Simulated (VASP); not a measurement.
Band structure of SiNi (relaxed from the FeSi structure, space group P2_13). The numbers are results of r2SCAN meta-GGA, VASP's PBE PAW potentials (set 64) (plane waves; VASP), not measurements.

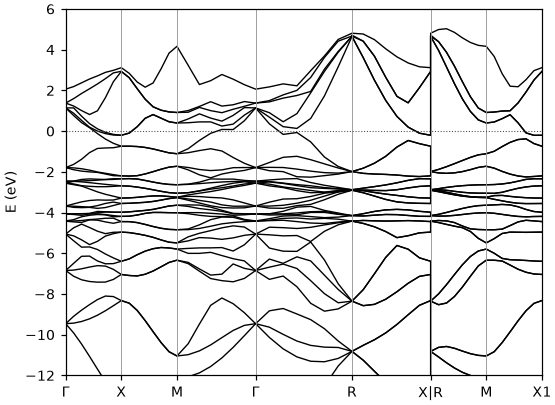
Fig. 1. Bands along high-symmetry lines, zero at the valence-band maximum or, without a gap, the Fermi level

**Question.** Read the plot: is there a gap, and where are the band edges?

**Answer.** It has no gap at this level: it comes out as a metal or semimetal.

The structure was generated: SiNi was put into the FeSi type (P2_13), which need not be its known phase. It was relaxed first. The run is not spin-polarised, so no magnetic state was tried.
